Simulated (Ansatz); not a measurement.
Consider N2.

Input file:

```
crystal:
  periodic: [false, false, false]
  atoms:
    - {symbol: N, position_ang: [0.000039, -0.367596, -2.092295]}
    - {symbol: N, position_ang: [0.453432, -0.125601, -3.052814]}
basis:
  gaussian: {orbitals: "def2-TZVPPD.json"}
hamiltonian: {xc: pbe0, dispersion: d4}
output: {orbitals: {seedname: orbitals}}
```

Command:

```sh
ansatz run in.yaml --threads 2 --pin off --events-out ev --progress --plain --max-ram 5222MiB
```

Geometry: PBE0-D4/def2-TZVP.

All numbers below come from RKS PBE0-D4/def2-TZVPPD (Ansatz).

What will maps of the electron density and electron localisation function show?

Answer. N–N (1.09 Å): ρ at the midpoint is about 4.9 e/Å³; the ELF peaks at about 0.85 between the atoms (a multiple bond).

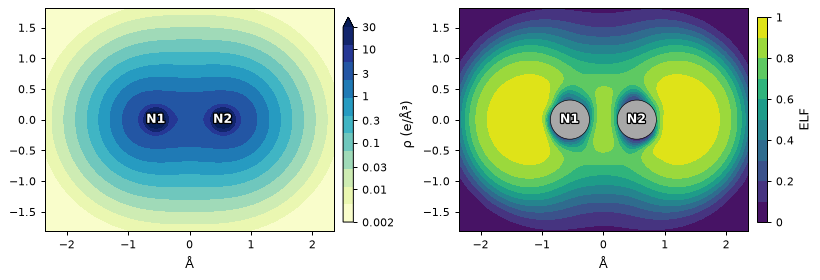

Computed electron density and electron localisation function on a plane that holds the molecular axis, in this order. Grey discs cover the atomic cores in the ELF map. 
